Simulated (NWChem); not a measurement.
**AlH2O (SMILES [O][AlH2]) at UPBE0/MINI**

Aim: the vertical ionisation energy of AlH2O at UPBE0/MINI, from 2 runs. 

The calculation is run with NWChem 7.3.0.

## 1. The structure to begin with

AlH2O has 4 atoms, charge 0, and is taken as a doublet. SMILES: `[O][AlH2]`. The coordinates come from a PBE0-D4/def2-TZVP relaxation.

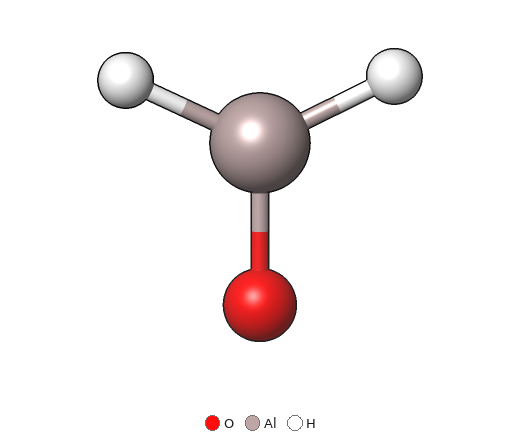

The structure, seen from a chosen angle (oxygen red, aluminium light grey, hydrogen white).

## 2. A single-point energy at UPBE0/MINI

alh2o.nw

```
start alh2o
title "AlH2O"
memory stack 880 mb heap 220 mb global 1100 mb
geometry noautosym nocenter noautoz
O     0.062600   -0.856300    1.401400
Al    0.011300    0.029900   -0.080400
H    -1.149600   -0.360800   -1.076000
H     1.131100    1.126800   -0.265300
end
basis "ao basis" spherical bse
* library MINI
end
dft
xc pbe0
mult 2
grid fine
convergence energy 1e-08
maxiter 100
mulliken
print low
end
task dft energy
```

Started as:

```sh
$ nwchem alh2o.nw > alh2o.out
```

The program printed:

```text
[...]
 d= 0,ls=0.0,diis     1   -316.3120972468 -3.60D+02  2.98D-01  1.89D-01     0.2
[...]
 d= 0,ls=0.0,diis    12   -316.7069123322 -2.55D-10  1.23D-06  1.36D-11     1.3
[...]
         Total DFT energy =     -316.706912332212
      One electron energy =     -525.282408326725
           Coulomb energy =      192.407247341677
    Exchange-Corr. energy =      -27.616885490160
 Nuclear repulsion energy =       43.785134142996
[...]
      Total Density - Mulliken Population Analysis
     ---------------------------------------------
    Atom       Charge   Shell Charges
 -----------   ------   -------------------------------------------------------
    1 O    8     8.41   2.00  1.96  4.44
    2 Al  13    12.15   2.00  2.00  0.95  5.97  1.23
    3 H    1     1.22   1.22
    4 H    1     1.22   1.22
[...]
      <S2> =      0.7585 (Exact =     0.7500)
[...]
```

Wall time 1.8 s (1 thread of Intel Xeon 6975P-C (Granite Rapids), shared host); peak memory 0.11 GiB.

## 3. The singlet cation, same level

alh2o.nw

```
start alh2o
memory 2200 mb
charge 1
geometry units bohr noautosym nocenter noautoz
O    0.11829686  -1.61817248   2.64826219
Al   0.02135391   0.05650281  -0.15193398
H   -2.17242915  -0.68181319  -2.03334531
H    2.13746922   2.12934340  -0.50134434
end
basis "ao basis" spherical bse
* library MINI
end
dft
xc pbe0
grid fine
convergence energy 1e-08
maxiter 100
mulliken
noprint "final vectors analysis"
end
task dft energy
```

Started as:

```sh
$ nwchem alh2o.nw > alh2o.out
```

The program printed:

```text
[...]
          Wavefunction type:  closed shell.
          No. of atoms     :     4
          No. of electrons :    22
[...]
          Charge           :     1
          Spin multiplicity:     1
[...]
          AO basis - number of functions:    16
[...]
              XC Information
              --------------
                         PBE0 Method XC Functional
                     Hartree-Fock (Exact) Exchange  0.250
          PerdewBurkeErnzerhof Exchange Functional  0.750
            Perdew 1991 LDA Correlation Functional  1.000 local
           PerdewBurkeErnz. Correlation Functional  1.000 non-local
[...]
 d= 0,ls=0.0,diis     1   -315.4002468604 -3.59D+02  5.51D-01  1.55D+00     0.1
[...]
 d= 0,ls=0.0,diis    13   -316.2306618508 -5.83D-10  1.11D-06  6.25D-11     0.9
         Total DFT energy =     -316.230661850807
      One electron energy =     -517.785549314654
           Coulomb energy =      184.931393213162
    Exchange-Corr. energy =      -27.161636758434
 Nuclear repulsion energy =       43.785131009118
[...]
      Total Density - Mulliken Population Analysis
     ---------------------------------------------
    Atom       Charge   Shell Charges
 -----------   ------   -------------------------------------------------------
    1 O    8     8.19   2.00  1.99  4.20
    2 Al  13    11.78   2.00  2.00  0.91  5.97  0.91
    3 H    1     1.02   1.02
    4 H    1     1.02   1.02
[...]
```

Wall time 1.4 s (1 thread of Intel Xeon 6975P-C (Granite Rapids), shared host); peak memory 0.1 GiB.

## 4. What came out

At UPBE0/MINI:

```
                                          quantity          value
                       doublet AlH2O: total energy  -316.70691 Eh
                               doublet AlH2O: ⟨S²⟩          0.758
                      singlet cation: total energy  -316.23066 Eh
vertical ionisation energy (to the singlet cation)      12.959 eV
```

What this shows: Removing an electron at fixed nuclei costs 12.96 eV (1250 kJ/mol). Only the singlet of the ionised species was computed; a triplet could lie lower. In a minimal basis such a difference can be off by several eV, whatever the method. Mulliken charges (doublet AlH2O) run from -0.41 on O1 to +0.85 on Al2. Mulliken charges (singlet cation) run from -0.19 on O1 to +1.22 on Al2.
